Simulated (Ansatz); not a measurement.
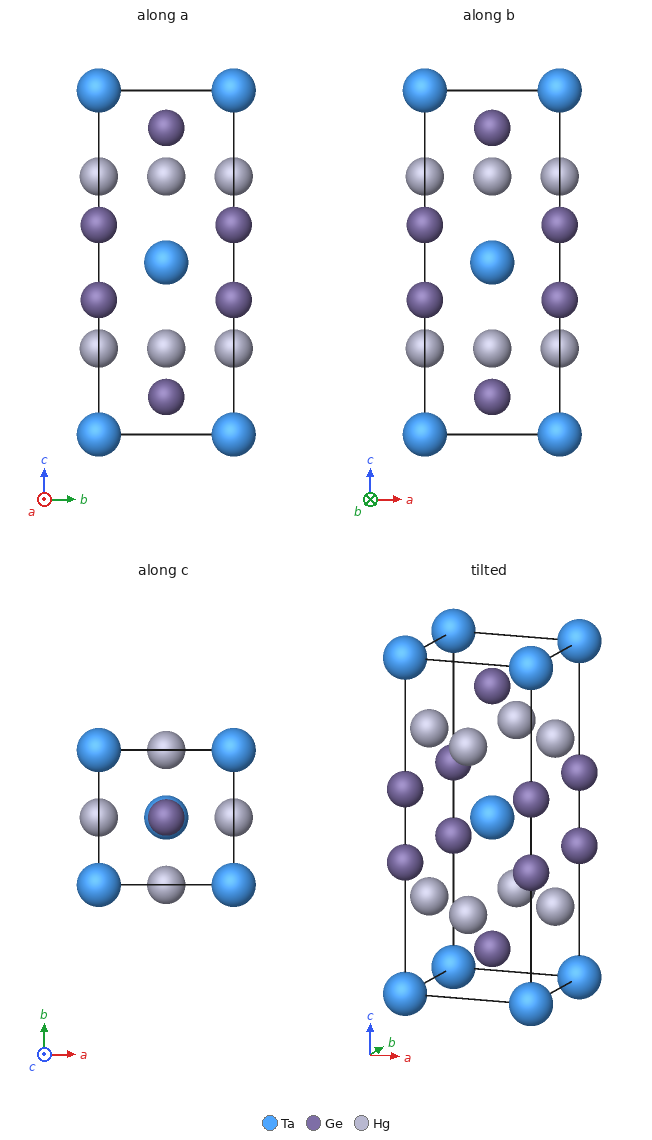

The figure gives a spheres-only picture of the atoms, viewed along the a axis, along the b axis, along the c axis and slightly off an axis. The conventional unit cell is outlined; an atom on or near a face, edge or corner is repeated at each equivalent position.

Lattice parameters: a = 4.4598 Å, b = 4.4598 Å, c = 11.3743 Å, α = 90.000°, β = 90.000°, γ = 90.000°.

**Transcribe the picture into a CIF in P1 with every atom of the cell, with free fractional coordinates to two decimals.**

```cif
data_structure
_symmetry_space_group_name_H-M 'P 1'
_symmetry_Int_Tables_number 1
_cell_length_a 4.4598
_cell_length_b 4.4598
_cell_length_c 11.3743
_cell_angle_alpha 90.000
_cell_angle_beta 90.000
_cell_angle_gamma 90.000
_cell_volume 226.23
loop_
_atom_site_label
_atom_site_type_symbol
_atom_site_fract_x
_atom_site_fract_y
_atom_site_fract_z
_atom_site_occupancy
Ta1 Ta 0.00 0.00 0.00 1
Ge1 Ge 0.50 0.50 0.89 1
Ge2 Ge 0.00 0.00 0.61 1
Hg1 Hg 0.50 0.00 0.75 1
Hg2 Hg 0.00 0.50 0.75 1
Ta2 Ta 0.50 0.50 0.50 1
Ge3 Ge 0.00 0.00 0.39 1
Ge4 Ge 0.50 0.50 0.11 1
Hg3 Hg 0.00 0.50 0.25 1
Hg4 Hg 0.50 0.00 0.25 1
```

The structure is a generated cell, made by putting these elements into a known structure type (the compound may or may not exist in this form); no relaxation was done. It was run through Ansatz as a DFT input.

At this level of theory the cell isn't at rest (forces up to 1.1 eV/Å), so its distances can differ from those at equilibrium, the more so the softer the solid.
